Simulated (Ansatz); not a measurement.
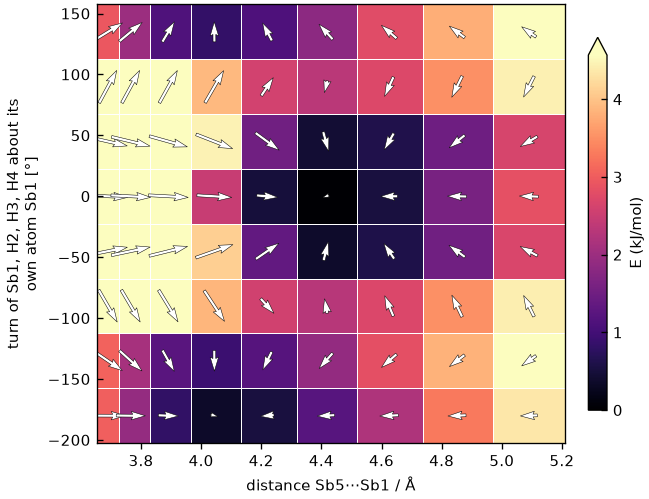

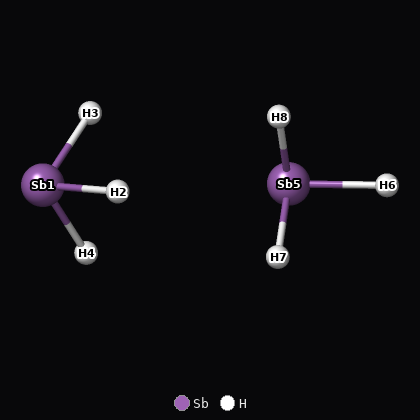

Energy landscape of the pair H₃Sb···H₃Sb. The turn is about an axis along (−0.66, −0.75, −0.05) in the frame of the relaxed pair, normal to the line between the partners. The first coordinate is: distance Sb5···Sb1; the second: turn of Sb1, H2, H3, H4 about its own atom Sb1. Grid: 9 × 8 points. Points are written as (first, second). Energies are in kJ/mol, from the lowest grid point. Theory: Ansatz, RKS PBE-D4/def2-SVPD.

Drawn: one coloured cell a grid point, arrows along the force (downhill), their lengths compressed, one colour for all values above the top of the scale. The second picture is the structure at the lowest point.

**Where are the lowest and the highest points?**

The lowest grid point is at (4.415 Å, 0°). Other grid points that lie below all their neighbours: (4.044 Å, −180°) (0.34 kJ/mol higher). The highest grid point, (3.690 Å, 45°), lies 23.2 kJ/mol above the lowest.

Each point was launched as `ansatz run input.yaml --threads 1 --pin off --max-ram 2560MiB --backend cpu --events-out ev --progress --plain --runs-dir out`. Time for the 72 points that were run: 11 min on 1 thread of Arm Neoverse V2, with other jobs on the host.
